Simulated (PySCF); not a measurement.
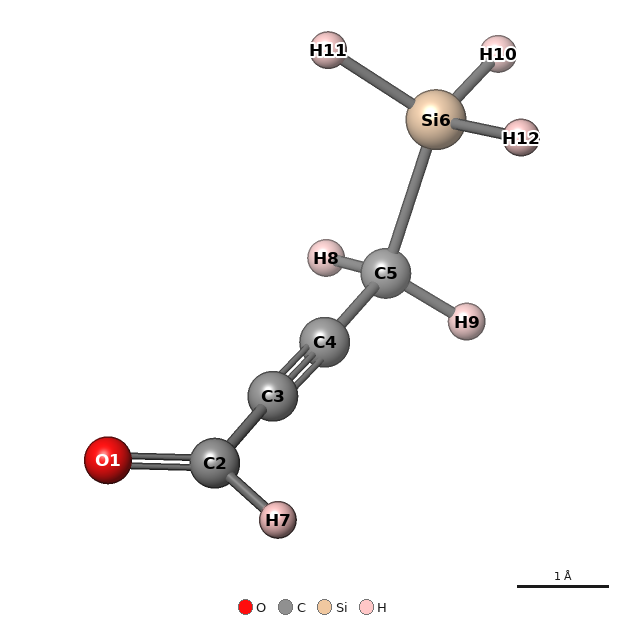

Orthographic view. Atoms fade into the background with distance from the viewer. The computed structure is the end point of a PBE0-D3(BJ)/def2-SVP optimisation. No frequency run is at hand to confirm it as a minimum.

Write a MOL file (V2000) with the atoms in numerical order, bonds sorted by atom number with the orders drawn, and coordinates in the frame of the picture: x right, y up, z towards the viewer, origin at the mean position.

```
C4H6OSi
                    3D

 12 11  0  0  0  0  0  0  0  0999 V2000
   -2.6400   -1.9600    1.9900 O   0  0  0  0  0  0  0  0  0  0  0  0
   -1.4600   -1.9900    1.7500 C   0  0  0  0  0  0  0  0  0  0  0  0
   -0.8200   -1.2500    0.6900 C   0  0  0  0  0  0  0  0  0  0  0  0
   -0.2400   -0.6600   -0.2000 C   0  0  0  0  0  0  0  0  0  0  0  0
    0.4300    0.1100   -1.2200 C   0  0  0  0  0  0  0  0  0  0  0  0
    0.9900    1.8100   -0.5500 Si  0  0  0  0  0  4  0  0  0  0  0  0
   -0.7600   -2.6200    2.3600 H   0  0  0  0  0  0  0  0  0  0  0  0
   -0.2300    0.2800   -2.0800 H   0  0  0  0  0  0  0  0  0  0  0  0
    1.3300   -0.4300   -1.5800 H   0  0  0  0  0  0  0  0  0  0  0  0
    1.6800    2.5400   -1.6600 H   0  0  0  0  0  0  0  0  0  0  0  0
   -0.2000    2.5800   -0.1000 H   0  0  0  0  0  0  0  0  0  0  0  0
    1.9300    1.6100    0.5900 H   0  0  0  0  0  0  0  0  0  0  0  0
  1  2  2  0
  2  3  1  0
  2  7  1  0
  3  4  3  0
  4  5  1  0
  5  6  1  0
  5  8  1  0
  5  9  1  0
  6 10  1  0
  6 11  1  0
  6 12  1  0
M  END
```
